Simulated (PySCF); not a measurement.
```xyz
17

C    -0.1896    1.4896   -0.6897
C    -0.0795    0.1045   -0.0550
C    -0.6229   -0.9658   -1.0082
C    -0.8430    0.0630    1.2735
C     1.3834   -0.2035    0.2251
O     2.3120    0.5210   -0.0118
O     1.5540   -1.4105    0.7848
H     0.2151    2.2457   -0.0219
H     0.3730    1.5272   -1.6190
H    -1.2306    1.7236   -0.8976
H    -0.0732   -0.9552   -1.9469
H    -1.6715   -0.7703   -1.2193
H    -0.5331   -1.9531   -0.5625
H    -0.7516   -0.9171    1.7338
H    -1.8959    0.2717    1.0993
H    -0.4511    0.8102    1.9601
H     2.4973   -1.5691    0.9453
```

Geometry: GFN2-xTB, NEB image 0 of 0 to 8.

Computed with PySCF, PBE0/pcSseg-1, SCF density, gas phase, non-relativistic.

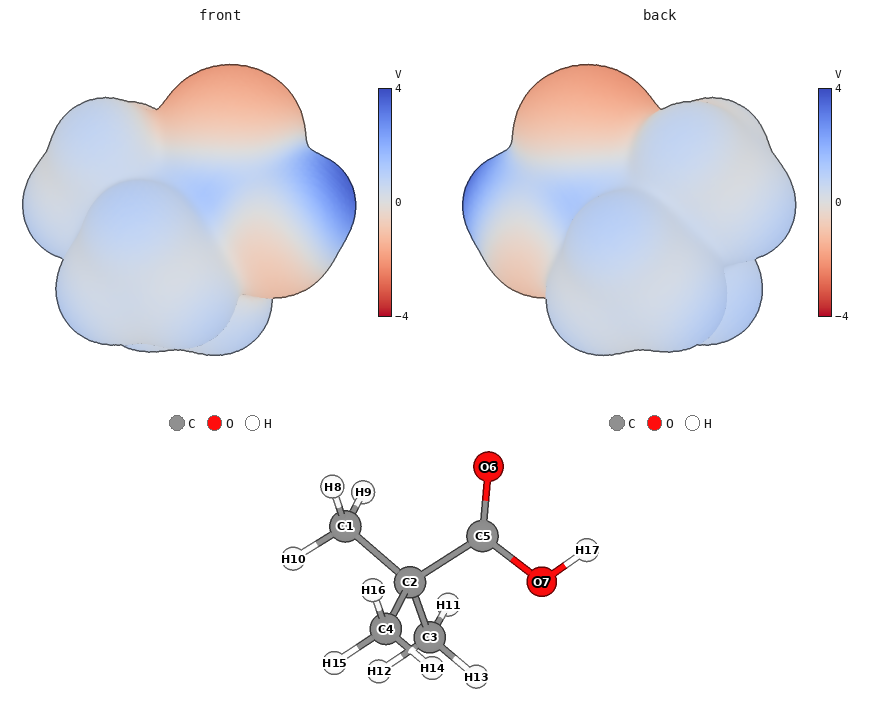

C5H10O2 (pivalic acid). The molecular electrostatic potential painted on the density surface at 0.004 e/bohr³, seen from the front and from behind; red is negative and blue positive. The bare structure is drawn below in the same view.

Describe the electrostatic potential map.

The most negative region (about −1.9 V) lies over O6, the most positive (about +3.3 V) over H17. O6 is the likeliest acceptor of a hydrogen bond.

How polar is the molecule by this calculation?

Its dipole moment is 1.75 D.
